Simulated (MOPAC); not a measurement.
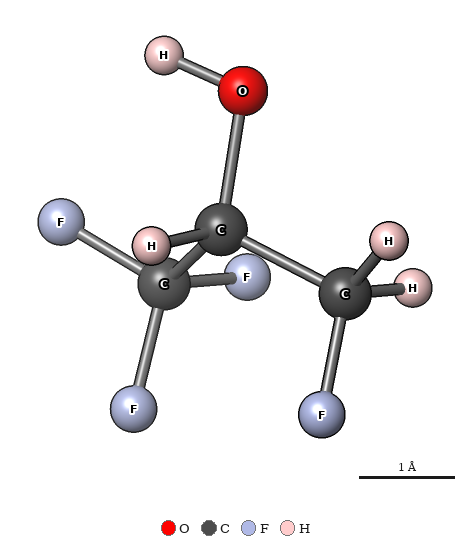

Fig. 1: The structure (ball-and-stick view, seen at a tilt).

# C$_{3}$H$_{4}$F$_{4}$O: single-point calculation

C$_{3}$H$_{4}$F$_{4}$O, SMILES OC(CF)C(F)(F)F, computed with PM7-HH, closed shell, dispersion built in, COSMO solvent (MOPAC 23.2.5).

The geometry: force field.

## Log
```
MOPAC v23.2.5
PM7-HH CALCULATION RESULTS

 *  PM7        - The PM7 Hamiltonian to be used
 *  SYMMETRY   - SYMMETRY CONDITIONS TO BE IMPOSED
 *  EPS=10     - USE COSMO IMPLICIT SOLVATION MODEL
 *  NSPA=   12
 *  1SCF       - DO 1 SCF AND THEN STOP
 *  THREADS=1  - MULTI-THREADING NOT USED
 *  AUX        - OUTPUT AUXILIARY INFORMATION
 *  PL         - MONITOR CONVERGENCE IN DENSITY MATRIX

                    PARAMETER DEPENDENCE DATA

        REFERENCE ATOM      FUNCTION NO.    DEPENDENT ATOM(S)

             DESCRIPTIONS OF THE FUNCTIONS USED

PM7-HH NSPA=12 EPS=10 SYMMETRY PL 1SCF THREADS=1 AUX(PRECISION=6)
 PM7-HH energy

   ATOM   CHEMICAL          X               Y               Z
  NUMBER   SYMBOL      (ANGSTROMS)     (ANGSTROMS)     (ANGSTROMS)

     1       O          0.27700000  *   0.98780000  *  -1.40850000  *
     2       C          0.33540000  *  -0.00390000  *  -0.31320000  *
     3       C         -0.70640000  *  -1.08030000  *  -0.57560000  *
     4       F         -0.51240000  *  -2.08160000  *   0.27800000  *
     5       C          0.18400000  *   0.63020000  *   1.05280000  *
     6       F          0.35780000  *  -0.26840000  *   2.06300000  *
     7       F         -1.05270000  *   1.13230000  *   1.21280000  *
     8       F          1.03130000  *   1.62340000  *   1.23770000  *
     9       H          0.87920000  *   1.70850000  *  -1.14000000  *
    10       H          1.37100000  *  -0.52380000  *  -0.38230000  *
    11       H         -0.62860000  *  -1.41110000  *  -1.64620000  *
    12       H         -1.71780000  *  -0.65810000  *  -0.43920000  *

          CARTESIAN COORDINATES

    NO.       ATOM           X           Y           Z

     1         O          0.2770      0.9878     -1.4085
     2         C          0.3354     -0.0039     -0.3132
     3         C         -0.7064     -1.0803     -0.5756
     4         F         -0.5124     -2.0816      0.2780
     5         C          0.1840      0.6302      1.0528
     6         F          0.3578     -0.2684      2.0630
     7         F         -1.0527      1.1323      1.2128
     8         F          1.0313      1.6234      1.2377
     9         H          0.8792      1.7085     -1.1400
    10         H          1.3710     -0.5238     -0.3823
    11         H         -0.6286     -1.4111     -1.6462
    12         H         -1.7178     -0.6581     -0.4392

           Empirical Formula: C3 H4 O F4  =    12 atoms

      MOLECULAR POINT GROUP   :   C1

      RHF CALCULATION, NO. OF DOUBLY OCCUPIED LEVELS = 25

 ITERATION   1 PLS= 0.100E+01 0.000E+00 ENERGY     5024.097277 DELTAE 4924.0972769
 ITERATION   2 PLS= 0.112E+01 0.000E+00 ENERGY      -96.021701 DELTAE-5120.1189776
 ITERATION   3 PLS= 0.886E-01 0.000E+00 ENERGY     -170.198496 DELTAE  -74.1767956
 ITERATION   4 PLS= 0.645E-01 0.000E+00 ENERGY     -385.578059 DELTAE -215.3795628
 ITERATION   5 PLS= 0.307E-01 0.000E+00 ENERGY     -239.182141 DELTAE  146.3959185
 ITERATION   6 PLS= 0.418E-01 0.000E+00 ENERGY     -242.948798 DELTAE   -3.7666570
 ITERATION   7 PLS= 0.149E-01 0.000E+00 ENERGY     -246.310876 DELTAE   -3.3620786
 ITERATION   8 PLS= 0.496E-02 0.000E+00 ENERGY     -244.551020 DELTAE    1.7598564
 ITERATION   9 PLS= 0.173E-02 0.000E+00 ENERGY     -244.558745 DELTAE   -0.0077249
 ITERATION  10 PLS= 0.103E-02 0.000E+00 ENERGY     -244.567316 DELTAE   -0.0085715
 ITERATION  11 PLS= 0.230E-03 0.000E+00 ENERGY     -244.563337 DELTAE    0.0039788
 ITERATION  12 PLS= 0.166E-03 0.000E+00 ENERGY     -244.563408 DELTAE   -0.0000709
 ITERATION  13 PLS= 0.113E-03 0.000E+00 ENERGY     -244.563568 DELTAE   -0.0001593
 ITERATION  14 PLS= 0.510E-05 0.000E+00 ENERGY     -244.563460 DELTAE    0.0001073
 ITERATION   1 PLS= 0.204E-05 0.000E+00 ENERGY     -249.902788 DELTAE -349.9027884
 ITERATION   2 PLS= 0.173E-01 0.000E+00 ENERGY     -250.329674 DELTAE   -0.4268853
 ITERATION   3 PLS= 0.809E-02 0.000E+00 ENERGY     -250.441815 DELTAE   -0.1121417
 ITERATION   4 PLS= 0.418E-02 0.000E+00 ENERGY     -250.547060 DELTAE   -0.1052446
 ITERATION   5 PLS= 0.779E-03 0.000E+00 ENERGY     -250.493195 DELTAE    0.0538651
 ITERATION   6 PLS= 0.474E-03 0.000E+00 ENERGY     -250.493505 DELTAE   -0.0003104
 ITERATION   7 PLS= 0.286E-03 0.000E+00 ENERGY     -250.494025 DELTAE   -0.0005195
 ITERATION   8 PLS= 0.293E-04 0.000E+00 ENERGY     -250.493696 DELTAE    0.0003292

 -------------------------------------------------------------------------------
 PM7-HH NSPA=12 EPS=10 SYMMETRY PL 1SCF THREADS=1 AUX(PRECISION=6)
 PM7-HH energy

     1SCF WAS SPECIFIED, SO BFGS WAS NOT USED
     SCF FIELD WAS ACHIEVED

                              PM7-HH CALCULATION

          FINAL HEAT OF FORMATION =       -250.49370 KCAL/MOL =   -1048.06562 KJ/MOL
          VAN DER WAALS AREA      =        130.93 SQUARE ANGSTROMS

          DIELECTRIC ENERGY       =         -0.28575 EV
          COSMO AREA              =        130.93 SQUARE ANGSTROMS
          COSMO VOLUME            =        123.54 CUBIC ANGSTROMS

          IONIZATION POTENTIAL    =         11.726598 EV
          HOMO LUMO ENERGIES (EV) =        -11.727  0.820
          NO. OF FILLED LEVELS    =         25
          MOLECULAR WEIGHT        =        132.0576         POINT GROUP:  C1

          MOLECULAR DIMENSIONS (Angstroms)

            Atom       Atom       Distance
            H    11    F     8     4.50337
            H     9    F     6     3.76319
            F     7    H    10     3.03184

          SCF CALCULATIONS        =          2

          WALL-CLOCK TIME         =      0.027 SECONDS
          COMPUTATION TIME        =      0.025 SECONDS

   ATOM   CHEMICAL          X               Y               Z
  NUMBER   SYMBOL      (ANGSTROMS)     (ANGSTROMS)     (ANGSTROMS)

     1       O          0.27700000  *   0.98780000  *  -1.40850000  *
     2       C          0.33540000  *  -0.00390000  *  -0.31320000  *
     3       C         -0.70640000  *  -1.08030000  *  -0.57560000  *
     4       F         -0.51240000  *  -2.08160000  *   0.27800000  *
     5       C          0.18400000  *   0.63020000  *   1.05280000  *
     6       F          0.35780000  *  -0.26840000  *   2.06300000  *
     7       F         -1.05270000  *   1.13230000  *   1.21280000  *
     8       F          1.03130000  *   1.62340000  *   1.23770000  *
     9       H          0.87920000  *   1.70850000  *  -1.14000000  *
    10       H          1.37100000  *  -0.52380000  *  -0.38230000  *
    11       H         -0.62860000  *  -1.41110000  *  -1.64620000  *
    12       H         -1.71780000  *  -0.65810000  *  -0.43920000  *

                             CARTESIAN COORDINATES

   1    O        0.277000000     0.987800000    -1.408500000
   2    C        0.335400000    -0.003900000    -0.313200000
   3    C       -0.706400000    -1.080300000    -0.575600000
   4    F       -0.512400000    -2.081600000     0.278000000
   5    C        0.184000000     0.630200000     1.052800000
   6    F        0.357800000    -0.268400000     2.063000000
   7    F       -1.052700000     1.132300000     1.212800000
   8    F        1.031300000     1.623400000     1.237700000
   9    H        0.879200000     1.708500000    -1.140000000
  10    H        1.371000000    -0.523800000    -0.382300000
  11    H       -0.628600000    -1.411100000    -1.646200000
  12    H       -1.717800000    -0.658100000    -0.439200000

           Empirical Formula: C3 H4 O F4  =    12 atoms

      MOLECULAR POINT GROUP   :   C1

                  EIGENVALUES
 -42.43677 -41.98097 -41.79331 -41.39247 -30.27404 -27.75859 -24.82605 -21.50652
 -19.68311 -19.56268 -19.21030 -18.03524 -17.58190 -17.11037 -17.00547 -16.82765
 -16.79888 -16.12918 -15.97426 -15.85588 -15.15033 -14.60674 -13.12920 -13.02634
 -11.72660   0.82021   1.07689   1.80564   2.16048   2.28629   2.88605   3.06333
   4.32041   4.82805   5.10537   5.31451

              NET ATOMIC CHARGES AND DIPOLE CONTRIBUTIONS

  ATOM NO.   TYPE          CHARGE      No. of ELECS.   s-Pop       p-Pop
    1          O          -0.526095        6.5261     1.87248     4.65361
    2          C          -0.004349        4.0043     1.10592     2.89843
    3          C          -0.087564        4.0876     1.09979     2.98777
    4          F          -0.197581        7.1976     1.96590     5.23168
    5          C           0.497635        3.5024     1.17068     2.33168
    6          F          -0.196714        7.1967     1.97211     5.22461
    7          F          -0.205251        7.2053     1.96955     5.23570
    8          F          -0.191667        7.1917     1.96629     5.22538
    9          H           0.348865        0.6511     0.65113
   10          H           0.208892        0.7911     0.79111
   11          H           0.183860        0.8161     0.81614
   12          H           0.169968        0.8300     0.83003
 DIPOLE           X         Y         Z       TOTAL
 POINT-CHG.     1.158    -0.363    -2.330     2.627
 HYBRID         0.150     0.526     0.557     0.780
 SUM            1.308     0.163    -1.773     2.209

          ATOMIC ORBITAL ELECTRON POPULATIONS

     Atom    s        px        py        pz
    1  O   1.87248   1.75688   1.45494   1.44179
    2  C   1.10592   1.14102   0.92086   0.83655
    3  C   1.09979   1.07665   0.88101   1.03011
    4  F   1.96590   1.97399   1.57284   1.68485
    5  C   1.17068   0.72228   0.75185   0.85755
    6  F   1.97211   1.96284   1.66193   1.59984
    7  F   1.96955   1.38428   1.87997   1.97145
    8  F   1.96629   1.68040   1.58002   1.96495
    9  H   0.65113
   10  H   0.79111
   11  H   0.81614
   12  H   0.83003

 *                    *
 * JOB ENDED NORMALLY *
 *                    *

 TOTAL JOB TIME:             0.04 SECONDS

 == MOPAC DONE ==
```

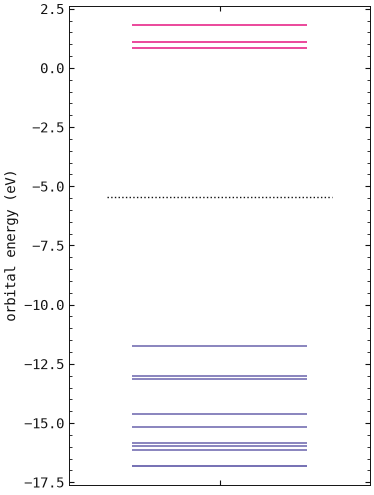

Fig. 2: Orbital energies near the frontier; the dotted line parts filled from empty levels, and levels within 0.02 eV of each other stand side by side. Highest filled −11.73 eV, lowest empty 0.82 eV, 12.55 eV apart.

This output came from the following input.

## The input (calc.mop)
```
PM7-HH NSPA=12 EPS=10 SYMMETRY PL 1SCF THREADS=1 AUX(PRECISION=6)
PM7-HH energy

O      0.277000     0.987800    -1.408500
C      0.335400    -0.003900    -0.313200
C     -0.706400    -1.080300    -0.575600
F     -0.512400    -2.081600     0.278000
C      0.184000     0.630200     1.052800
F      0.357800    -0.268400     2.063000
F     -1.052700     1.132300     1.212800
F      1.031300     1.623400     1.237700
H      0.879200     1.708500    -1.140000
H      1.371000    -0.523800    -0.382300
H     -0.628600    -1.411100    -1.646200
H     -1.717800    -0.658100    -0.439200
```

Launched with:
```bash
mopac calc.mop
```

## Key numbers

- outcome: converged
- heat of formation: −250.49 kcal/mol
- basis functions: 36
- HOMO: −11.73 eV
- LUMO: 0.82 eV
- dipole moment: 2.21 D
- hardware: 1 thread of Arm Neoverse N1, 98 GiB of memory available, shared host
- peak memory: 0.075 GiB

## Remarks

Settings chosen away from the usual ones: eps; keyword; nspa. MOPAC's energies along a path are heats of formation.
